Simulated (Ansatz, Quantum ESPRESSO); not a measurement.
# Mo (Im-3m): electron-phonon coupling, part 2 of 4

Wanted: the coupling constant λ of Mo (Im-3m) at ambient pressure.

Quantum ESPRESSO 7.5; DFT PBE, scalar-relativistic, plane waves, PseudoDojo norm-conserving pseudopotentials.

So far. Step 2 (A first look): No gap opens on this mesh, so smearing is kept; the start stands at 3.9 GPa. Step 4 (Ground state): The cell stands at 0.092 GPa, close enough for phonons. The relaxed cell has a = 3.159 Å (conventional setting).

## (7) Phonons on a q mesh

Linear response treats each wavevector in the unit cell, with no supercell; the 4×4×4 mesh fixes the range of the force constants to be had. The change of the potential is kept for the electron-phonon matrix elements.

File ph.in:

```
phonons
 &inputph
    prefix='x',
    outdir='./tmp',
    fildyn='x.dyn',
    tr2_ph=1.0d-18,
    alpha_mix(1)=0.4,
    nmix_ph=8,
    ldisp=.true.,
    nq1=4,
    nq2=4,
    nq3=4,
    electron_phonon='interpolated',
    fildvscf='dvscf',
    el_ph_sigma=0.005,
    el_ph_nsigma=10,
 /
```

Started as:

```sh
OMP_NUM_THREADS=1 mpirun -n 8 ph.x -nk 8 -in ph.in > ph.out
```

Numbers of over 12 decimals in the logs are rounded to 6 here.

The program printed:

```text
[banners, grids, parts of the stress and lines that vanish by symmetry left out]
[banner, memory and clock lines left out]
Program PHONON v.7.5

     ./tmp/x.save/

     IMPORTANT: XC functional enforced from input :
     Exchange-correlation= PBE
                           (   1   4   3   4   0   0   0)
     Any further DFT definition will be discarded
     Please, verify this is what you really want

     G-vector sticks info

     Reading collected, re-writing distributed wavefunctions in ./tmp/

     Dynamical matrices for ( 4, 4, 4)  uniform grid of q-points
     (   8 q-points):
       N         xq(1)         xq(2)         xq(3)
       1   0.000000000   0.000000000   0.000000000
       2   0.216506351   0.216506351   0.000000000
[...]
Number and degeneracy of irreps per q-point
       N         xq(1)         xq(2)         xq(3)   N irreps
       1   0.000000000   0.000000000   0.000000000       1
        3
       2   0.216506351   0.216506351   0.000000000       3
     No degeneracy
[...]
No degeneracy
[...]
No degeneracy
[...]
3
[...]
1   2
       7  -0.866025404  -0.216506351  -0.216506351       3
     No degeneracy
       8  -0.866025404  -0.866025404  -0.866025404       1
        3

     Saving dvscf to file. Distribute only q points, not irreducible representations.

     Calculation of q =    0.0000000   0.0000000   0.0000000

     phonons

     bravais-lattice index     =            0
     lattice parameter (alat)  =       5.1698  a.u.
     unit-cell volume          =     106.3628 (a.u.)^3
     number of atoms/cell      =            1
     number of atomic types    =            1
     kinetic-energy cut-off    =      72.0000  Ry
     charge density cut-off    =     288.0000  Ry
     convergence threshold     =      1.0E-18
     beta                      =       0.4000
     number of iterations used =            8
     Exchange-correlation= PBE
                           (   1   4   3   4   0   0   0)

     celldm(1)=    5.16976  celldm(2)=    0.00000  celldm(3)=    0.00000
     celldm(4)=    0.00000  celldm(5)=    0.00000  celldm(6)=    0.00000

     crystal axes: (cart. coord. in units of alat)
               a(1) = ( -0.5774  0.5774  0.5774 )
               a(2) = (  0.5774 -0.5774  0.5774 )
               a(3) = (  0.5774  0.5774 -0.5774 )

     reciprocal axes: (cart. coord. in units 2 pi/alat)
               b(1) = ( -0.0000  0.8660  0.8660 )
               b(2) = (  0.8660 -0.0000  0.8660 )
               b(3) = (  0.8660  0.8660  0.0000 )

     Atoms inside the unit cell:

     Cartesian axes

     site n.  atom      mass           positions (alat units)
        1  Mo     95.9500   tau(    1) = (    0.00000    0.00000    0.00000  )

     Computing dynamical matrix for
                    q = (   0.0000000   0.0000000   0.0000000 )

     49 Sym.Ops. (with q -> -q+G )

     G cutoff =  194.9727  (   8685 G-vectors)     FFT grid: ( 27, 27, 27)

     number of k points=   145  Marzari-Vanderbilt smearing, width (Ry)=  0.0200

     PseudoPot. # 1 for Mo read from file:
     ./pseudo/Mo.upf
     Pseudo is Norm-conserving + core correction, Zval = 14.0

     Mode symmetry, O_h (m-3m)  point group:

     Atomic displacements:
     There are    1 irreducible representations

     Representation     1      3 modes -  To be done

     Alpha used in Ewald sum =   2.8000

     Representation #   1 modes #   1   2   3

     Self-consistent Calculation
      iter #   1   av.it.:   7.6
      thresh= 1.000E-02 alpha_mix =  0.400 |ddv_scf|^2 =  6.918E-06
      iter #   2   av.it.:  10.5
      thresh= 2.630E-04 alpha_mix =  0.400 |ddv_scf|^2 =  7.141E-07
[...]
End of self-consistent calculation

     Convergence has been achieved

     Number of q in the star =    1
     List of q in the star:
[...]
Diagonalizing the dynamical matrix

     q = (    0.000000000   0.000000000   0.000000000 )

 **************************************************************************
     freq (    1) =      -0.023040 [THz] =      -0.768530 [cm-1]
     freq (    2) =      -0.023040 [THz] =      -0.768530 [cm-1]
     freq (    3) =      -0.023040 [THz] =      -0.768530 [cm-1]
 **************************************************************************

     Mode symmetry, O_h (m-3m)  point group:

     freq (   1-   3) =         -0.8  [cm-1]   --> T_1u G_15  G_4- I
     Electron-phonon interaction  ...

     [... narrower broadenings left out ...]
     Gaussian Broadening:   0.020 Ry, ngauss=   0
     DOS =  4.446939 states/spin/Ry/Unit Cell at Ef= 21.169696 eV
     lambda(    1)=  0.0000   gamma=    0.01 GHz
     lambda(    2)=  0.0000   gamma=    0.01 GHz
     lambda(    3)=  0.0000   gamma=    0.01 GHz
     [... wider broadenings left out ...]

     Number of q in the star =    1
     List of q in the star:
[...]
Calculation of q =    0.2165064   0.2165064   0.0000000
     [... set-up and bands at k+q left out ...]

     Mode symmetry, C_2v (mm2)  point group:

     Atomic displacements:
     There are    3 irreducible representations

     Representation     1      1 modes -  To be done

[...]
Message from routine init_vloc:
     Interpolation table for Vloc re-allocated

     Alpha used in Ewald sum =   2.8000

     Representation #   1 mode #   1

     Self-consistent Calculation

[...]
[... iterations left out ...]
[...]
End of self-consistent calculation

     Convergence has been achieved

     Representation #   2 mode #   2

[...]
[... iterations left out ...]
[...]
Convergence has been achieved

[...]
Convergence has been achieved

[...]
Diagonalizing the dynamical matrix

     q = (    0.216506351   0.216506351   0.000000000 )

[...]
freq (    1) =       3.402578 [THz] =     113.497777 [cm-1]
     freq (    2) =       3.962793 [THz] =     132.184544 [cm-1]
     freq (    3) =       5.822424 [THz] =     194.215144 [cm-1]
[...]
Mode symmetry, C_2v (mm2)  point group:

     freq (   1-   1) =        113.5  [cm-1]   --> B_2  D_4  S_4
     freq (   2-   2) =        132.2  [cm-1]   --> B_1  D_3  S_3
     freq (   3-   3) =        194.2  [cm-1]   --> A_1  D_1  S_1
     Electron-phonon interaction  ...

     [... narrower broadenings left out ...]
     Gaussian Broadening:   0.020 Ry, ngauss=   0
     DOS =  4.446939 states/spin/Ry/Unit Cell at Ef= 21.169696 eV
     lambda(    1)=  0.0929   gamma=    4.57 GHz
     lambda(    2)=  0.0854   gamma=    5.70 GHz
     lambda(    3)=  0.1042   gamma=   15.00 GHz
     [... wider broadenings left out ...]

[...]
[... set-up and bands at k+q left out ...]

     Mode symmetry, D_2h (mmm)  point group:

[...]
Convergence has been achieved

[...]
Convergence has been achieved

[...]
Convergence has been achieved

[...]
q = (   -0.433012702  -0.433012702   0.000000000 )

[...]
freq (    1) =       4.371308 [THz] =     145.811142 [cm-1]
     freq (    2) =       5.838174 [THz] =     194.740524 [cm-1]
     freq (    3) =       7.840428 [THz] =     261.528514 [cm-1]
[...]
Mode symmetry, D_2h (mmm)  point group:

     freq (   1-   1) =        145.8  [cm-1]   --> B_1u
     freq (   2-   2) =        194.7  [cm-1]   --> B_2u
     freq (   3-   3) =        261.5  [cm-1]   --> B_3u
[...]
lambda(    1)=  0.7754   gamma=   62.92 GHz
     lambda(    2)=  0.0631   gamma=    9.13 GHz
     lambda(    3)=  0.1124   gamma=   29.34 GHz
[...]
Mode symmetry, C_s (m)     point group:

[...]
Convergence has been achieved

[...]
Convergence has been achieved

[...]
Convergence has been achieved

[...]
q = (    0.433012702   0.216506351   0.216506351 )

[...]
freq (    1) =       5.564541 [THz] =     185.613100 [cm-1]
     freq (    2) =       5.946080 [THz] =     198.339869 [cm-1]
     freq (    3) =       7.046680 [THz] =     235.051945 [cm-1]
[...]
Mode symmetry, C_s (m)     point group:

     freq (   1-   1) =        185.6  [cm-1]   --> A'
     freq (   2-   2) =        198.3  [cm-1]   --> A''
     freq (   3-   3) =        235.1  [cm-1]   --> A'
[...]
lambda(    1)=  0.1192   gamma=   15.67 GHz
     lambda(    2)=  0.0844   gamma=   12.67 GHz
     lambda(    3)=  0.0765   gamma=   16.13 GHz
[...]
Mode symmetry, T_d (-43m)  point group:

[...]
Representation #   1 modes #   1   2   3

[...]
Convergence has been achieved

[...]
q = (    0.433012702   0.433012702   0.433012702 )

[...]
freq (    1) =       6.202391 [THz] =     206.889481 [cm-1]
     freq (    2) =       6.202391 [THz] =     206.889481 [cm-1]
     freq (    3) =       6.202391 [THz] =     206.889481 [cm-1]
[...]
Mode symmetry, T_d (-43m)  point group:

     freq (   1-   3) =        206.9  [cm-1]   --> T_2  G_15 P_4
[...]
lambda(    1)=  0.1982   gamma=   32.38 GHz
     lambda(    2)=  0.1999   gamma=   32.66 GHz
     lambda(    3)=  0.1999   gamma=   32.66 GHz
[...]
Mode symmetry, C_4v (4mm)  point group:

[...]
Convergence has been achieved

     Representation #   2 modes #   2   3

[...]
Convergence has been achieved

[...]
q = (    0.000000000   0.000000000   0.433012702 )

[...]
freq (    1) =       4.386309 [THz] =     146.311525 [cm-1]
     freq (    2) =       4.386309 [THz] =     146.311525 [cm-1]
     freq (    3) =       7.145532 [THz] =     238.349287 [cm-1]
[...]
Mode symmetry, C_4v (4mm)  point group:

     freq (   1-   2) =        146.3  [cm-1]   --> E    G_5 D_5
     freq (   3-   3) =        238.3  [cm-1]   --> A_1  G_1 D_1
[...]
lambda(    1)=  0.2259   gamma=   18.45 GHz
     lambda(    2)=  0.2259   gamma=   18.45 GHz
     lambda(    3)=  0.1555   gamma=   33.71 GHz
[...]
Calculation of q =   -0.8660254  -0.2165064  -0.2165064
     [... set-up and bands at k+q left out ...]

     Mode symmetry, C_2v (mm2)  point group:

     Atomic displacements:
     There are    3 irreducible representations

[...]
Representation     3      1 modes -  To be done

     Alpha used in Ewald sum =   2.8000

[...]
Convergence has been achieved

     Representation #   2 mode #   2

[...]
Convergence has been achieved

     Representation #   3 mode #   3

     Self-consistent Calculation

[...]
[... iterations left out ...]
[...]
End of self-consistent calculation

     Convergence has been achieved

[...]
Diagonalizing the dynamical matrix

     q = (   -0.866025404  -0.216506351  -0.216506351 )

[...]
freq (    1) =       5.190211 [THz] =     173.126802 [cm-1]
     freq (    2) =       6.561792 [THz] =     218.877832 [cm-1]
     freq (    3) =       7.017240 [THz] =     234.069925 [cm-1]
[...]
Mode symmetry, C_2v (mm2)  point group:

     freq (   1-   1) =        173.1  [cm-1]   --> B_1  D_3  S_3
     freq (   2-   2) =        218.9  [cm-1]   --> A_1  D_1  S_1
     freq (   3-   3) =        234.1  [cm-1]   --> B_2  D_4  S_4
     Electron-phonon interaction  ...

     [... narrower broadenings left out ...]
     Gaussian Broadening:   0.020 Ry, ngauss=   0
     DOS =  4.446939 states/spin/Ry/Unit Cell at Ef= 21.169696 eV
     lambda(    1)=  0.4739   gamma=   54.21 GHz
     lambda(    2)=  0.2014   gamma=   36.83 GHz
     lambda(    3)=  0.1767   gamma=   36.95 GHz
     [... wider broadenings left out ...]

[...]
Calculation of q =   -0.8660254  -0.8660254  -0.8660254
     [... set-up and bands at k+q left out ...]

     Mode symmetry, O_h (m-3m)  point group:

     Atomic displacements:
     There are    1 irreducible representations

     Representation     1      3 modes -  To be done

     Message from routine init_vloc:
     Interpolation table for Vloc re-allocated

     Alpha used in Ewald sum =   2.8000

     Representation #   1 modes #   1   2   3

     Self-consistent Calculation

      iter #   1   av.it.:   8.3
      thresh= 1.000E-02 alpha_mix =  0.400 |ddv_scf|^2 =  4.157E-05

      [... iterations left out ...]
      iter #   9   av.it.:  11.2
      thresh= 1.050E-09 alpha_mix =  0.400 |ddv_scf|^2 =  5.169E-19

     End of self-consistent calculation

     Convergence has been achieved

     Number of q in the star =    1
     List of q in the star:
          1  -0.866025404  -0.866025404  -0.866025404

     Diagonalizing the dynamical matrix

     q = (   -0.866025404  -0.866025404  -0.866025404 )

 **************************************************************************
     freq (    1) =       5.457330 [THz] =     182.036924 [cm-1]
     freq (    2) =       5.457330 [THz] =     182.036924 [cm-1]
     freq (    3) =       5.457330 [THz] =     182.036924 [cm-1]
 **************************************************************************

     Mode symmetry, O_h (m-3m)  point group:

     freq (   1-   3) =        182.0  [cm-1]   --> T_1u G_15  G_4-
     Electron-phonon interaction  ...

     [... narrower broadenings left out ...]
     Gaussian Broadening:   0.020 Ry, ngauss=   0
     DOS =  4.446939 states/spin/Ry/Unit Cell at Ef= 21.169696 eV
     lambda(    1)=  0.9222   gamma=  116.63 GHz
     lambda(    2)=  0.9387   gamma=  118.72 GHz
     lambda(    3)=  0.9334   gamma=  118.05 GHz
     [... wider broadenings left out ...]

     Number of q in the star =    1
     List of q in the star:
          1  -0.866025404  -0.866025404  -0.866025404


[key lines of the parts left out:]
the Fermi energy is    21.1646 ev
```

Wall time 35 min (8 MPI ranks of Intel Xeon at 2.70GHz, shared host).

Numbers from this step:

* largest acoustic frequency at the zone centre before the sum rule: -0.77 cm⁻¹
* lowest mode on the q mesh (acoustic ones at the zone centre apart): 113.5 cm⁻¹

Frequencies (cm⁻¹) at each irreducible wavevector; negative means imaginary. Frequencies by wavevector:

| q (fractions) | star | mode 1 | mode 2 | mode 3 |
| --- | --- | --- | --- | --- |
| 0 0 0 | 1 | -0.77 | -0.77 | -0.77 |
| 0 0 0.25 | 12 | 113.5 | 132.2 | 194.2 |
| 0 0 -0.5 | 6 | 145.8 | 194.7 | 261.5 |
| 0 0.25 0.25 | 24 | 185.6 | 198.3 | 235.1 |
| 0.25 0.25 0.25 | 2 | 206.9 | 206.9 | 206.9 |
| 0.25 0.25 -0.25 | 6 | 146.3 | 146.3 | 238.3 |
| 0.25 -0.5 -0.5 | 12 | 173.1 | 218.9 | 234.1 |
| -0.5 -0.5 -0.5 | 1 | 182 | 182 | 182 |

Couplings of single modes at a Gaussian broadening of 0.02 Ry, as ph.x prints them; it sets λ to zero for modes under 20 cm⁻¹. Mode couplings:

| q (fractions) | mode | frequency (cm⁻¹) | λ | linewidth γ (GHz) |
| --- | --- | --- | --- | --- |
| 0 0 0.25 | 1 | 113.5 | 0.0929 | 4.57 |
| 0 0 0.25 | 2 | 132.2 | 0.0854 | 5.7 |
| 0 0 0.25 | 3 | 194.2 | 0.1042 | 15 |
| 0 0 -0.5 | 1 | 145.8 | 0.7754 | 62.92 |
| 0 0 -0.5 | 2 | 194.7 | 0.0631 | 9.13 |
| 0 0 -0.5 | 3 | 261.5 | 0.1124 | 29.34 |
| 0 0.25 0.25 | 1 | 185.6 | 0.1192 | 15.67 |
| 0 0.25 0.25 | 2 | 198.3 | 0.0844 | 12.67 |
| 0 0.25 0.25 | 3 | 235.1 | 0.0765 | 16.13 |
| 0.25 0.25 0.25 | 1 | 206.9 | 0.1982 | 32.38 |
| 0.25 0.25 0.25 | 2 | 206.9 | 0.1999 | 32.66 |
| 0.25 0.25 0.25 | 3 | 206.9 | 0.1999 | 32.66 |
| 0.25 0.25 -0.25 | 1 | 146.3 | 0.2259 | 18.45 |
| 0.25 0.25 -0.25 | 2 | 146.3 | 0.2259 | 18.45 |
| 0.25 0.25 -0.25 | 3 | 238.3 | 0.1555 | 33.71 |
| 0.25 -0.5 -0.5 | 1 | 173.1 | 0.4739 | 54.21 |
| 0.25 -0.5 -0.5 | 2 | 218.9 | 0.2014 | 36.83 |
| 0.25 -0.5 -0.5 | 3 | 234.1 | 0.1767 | 36.95 |
| -0.5 -0.5 -0.5 | 1 | 182 | 0.9222 | 116.6 |
| -0.5 -0.5 -0.5 | 2 | 182 | 0.9387 | 118.7 |
| -0.5 -0.5 -0.5 | 3 | 182 | 0.9334 | 118 |

The acoustic modes at Γ come out as far as 0.8 cm⁻¹ from zero, where they should vanish, a small numerical error.

## (8) Fourier transform to real space

The dynamical matrices of the mesh are Fourier-transformed to force constants in real space.

File q2r.in:

```
 &input
    fildyn='x.dyn',
    zasr='crystal',
    flfrc='x.fc',
    la2F=.true.,
 /
```

Started as:

```sh
q2r.x < q2r.in > q2r.out
```

The program printed:

```text
[banners, grids, parts of the stress and lines that vanish by symmetry left out]
[banner, memory and clock lines left out]
Program Q2R v.7.5

  reading grid info from file x.dyn0

  reading force constants from file x.dyn1
  Dielectric Tensor not found
  nqs=            1
 q=   0.00000000  0.00000000  0.00000000
  reading force constants from file x.dyn2
  nqs=           12
 q=   0.21650635  0.21650635  0.00000000
[...]
reading force constants from file x.dyn7
  nqs=           12
[...]
q=  -0.21650635  0.21650635  0.86602540
  reading force constants from file x.dyn8
  nqs=            1
 q=  -0.86602540 -0.86602540 -0.86602540

      q-space grid ok, #points =   64

      fft-check success (sum of imaginary terms < 10^-12)

   Preparing gamma for a2F

 Broadening =      0.005
      q-space grid ok, #points =   64

      fft-check success (sum of imaginary terms < 10^-12)

 Broadening =      0.010
[...]
Broadening =      0.045
      q-space grid ok, #points =   64

      fft-check success (sum of imaginary terms < 10^-12)

 Broadening =      0.050
      q-space grid ok, #points =   64

      fft-check success (sum of imaginary terms < 10^-12)
```

It took 0.78 s on 1 thread.

## (9) Interpolated phonon bands

From the force constants any wavevector is cheap; points of the mesh come back as solved, but for the sum rule and, in polar crystals, the LO-TO term at Γ; the rest is interpolation.

File matdyn.in:

```
 &input
    asr='crystal',
    flfrc='x.fc',
    flfrq='x.freq',
    flvec='x.modes',
    q_in_band_form=.true.,
    q_in_cryst_coord=.true.,
 /
8
  0.0000000   0.0000000   0.0000000  12  ! GAMMA
  0.5000000  -0.5000000   0.5000000  12  ! H
  0.0000000   0.0000000   0.5000000  12  ! N
  0.0000000   0.0000000   0.0000000  12  ! GAMMA
  0.2500000   0.2500000   0.2500000  12  ! P
  0.5000000  -0.5000000   0.5000000   1  ! H
  0.2500000   0.2500000   0.2500000  12  ! P
  0.0000000   0.0000000   0.5000000   1  ! N
```

Started as:

```sh
matdyn.x -in matdyn.in > matdyn.out
```

The program printed:

```text
[banner, memory and clock lines left out]
Program MATDYN v.7.5

 mass for atomic type   1 not given; uses mass from file x.fc
 Norm of the difference between old and new effective charges:    0.000000

 Norm of the difference between old and new force-constants:   9.28812e-07

     Message from routine matdyn:
     Z* not found in file x.fc, TO-LO splitting at q=0 will be absent!
     Message from routine matdyn:
     Z* not found in file x.fc, TO-LO splitting at q=0 will be absent!

Note: The following floating-point exceptions are signalling: IEEE_UNDERFLOW_FLAG
```

The job ended after 0.69 s (1 thread).

Read from the output:

```
lowest frequency on the path      : 0 cm⁻¹
mean frequency                    : 189.5 cm⁻¹
Debye temperature (second moment) : 360 K
logarithmic mean frequency        : 183.8 cm⁻¹
```

Matdyn.x, sum rule crystal. Phonon branches along the path, in cm⁻¹:

| point | branch 1 | branch 2 | branch 3 |
| --- | --- | --- | --- |
| Γ | 0 | 0 | 0 |
| H | 182 | 182 | 182 |
| N | 146 | 195 | 262 |
| Γ | 0 | 0 | 0 |
| P | 207 | 207 | 207 |
| H | 182 | 182 | 182 |
| jump to P | 207 | 207 | 207 |
| N | 146 | 195 | 262 |

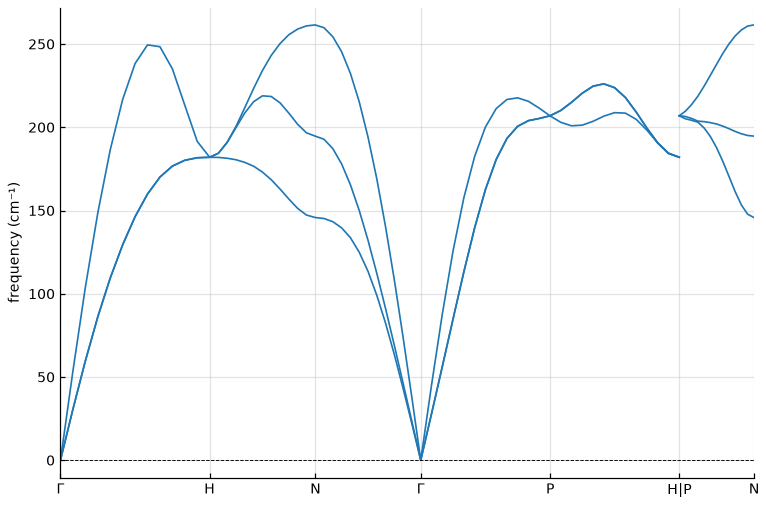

Phonon branches along the path.

Lowest modes at the softest wavevector of the mesh; phase exp(i q.(R + tau)). Modes at q = (0.250, -0.250, 0.000):

| mode | frequency (cm⁻¹) |
| --- | --- |
| 1 | 113.5 |
| 2 | 132.2 |
| 3 | 194.2 |

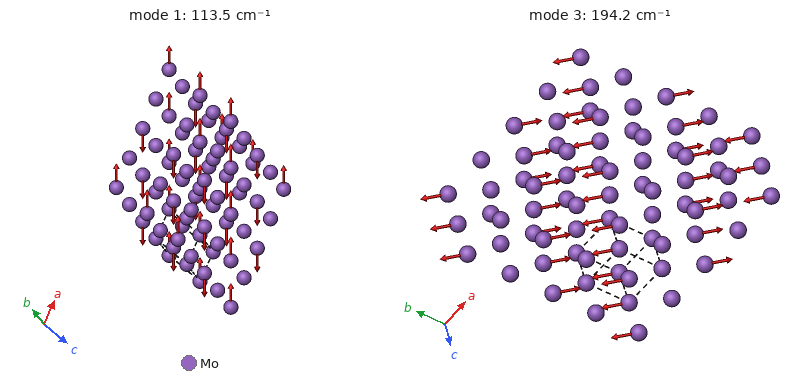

Displacement patterns of modes 1 and 3 at q = (0.250, -0.250, 0.000); arrows are exaggerated. 4×4×2 cells are drawn. The axes are those of the cell as run, not the conventional ones. Some periodic images of atoms are drawn too.

Force constants by pair (phonopy on the run's constants); pairs near half the supercell's span include their periodic images. Pair force constants, by row:

| atom | neighbour | distance (Å) | third of the trace (eV/Å²) | along the pair's line (eV/Å²) |
| --- | --- | --- | --- | --- |
| Mo1 | itself | 0 | 13.28 | – |
| Mo1 | Mo | 2.736 | -0.8949 | -1.986 |
| Mo1 | Mo | 3.159 | -0.8135 | -2.741 |
| Mo1 | Mo | 4.467 | -0.1804 | -0.3118 |
| Mo1 | Mo | 5.239 | 0.0547 | 0.1297 |
| Mo1 | Mo | 5.471 | 0.019 | -0.3592 |
| Mo1 | Mo | 6.318 | -0.2129 | -0.4588 |
| Mo1 | Mo | 7.064 | 0.0295 | 0.0397 |

Harmonic mean-square displacement, third of the trace. Mean-square displacements:

| T (K) | Mo1 U_eq (Å²) |
| --- | --- |
| 0 | 0.001 |
| 100 | 0.00128 |
| 300 | 0.00286 |
| 600 | 0.00551 |

Mode patterns, pair constants, displacements and means over the zone were worked out by phonopy from the force constants of q2r.x.

All branches are real along the path.

(Continued in part 3 of 4.)

[Host names and launcher messages were left out of these logs when they were recorded.]

[Logs are printed without paths, hosts, clocks, repeated set-up lines and the standing remarks that a program may print on its own settings, such as how far it seeks lower states.]

[Hosts, paths, dates, database ids (printed as entryN), source tags and the programs' standing remarks are cut or masked in the printed files.]
